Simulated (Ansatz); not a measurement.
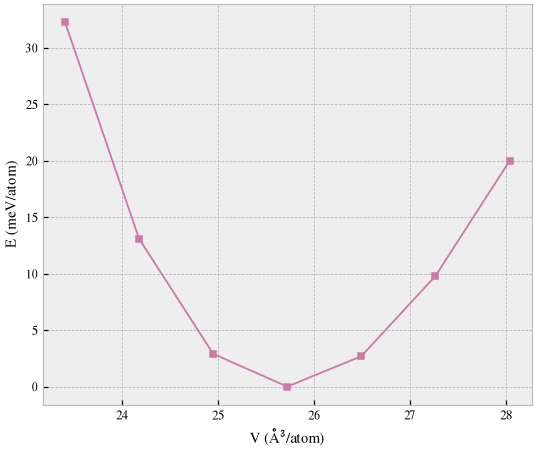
Figure. SnSe in space group Pnma (No. 62; Sn on 4c, Se on 4c) under volume change, DFT-PBEsol in the program Ansatz with PAW potentials, shape and atoms relaxed at each volume.

Q: What does a third-order Birch–Murnaghan fit give for V₀, B₀ and B′?

A: V₀ = 25.71 Å³/atom, B₀ = 38.6 GPa, B′ = 7.5.

Symmetry was held in the PBEsol relaxation. The volume moved by 32 % from the start of the relaxation. Spin–orbit coupling is left out wherever it is not named.

Potentials: the later of the program's two PAW sets.
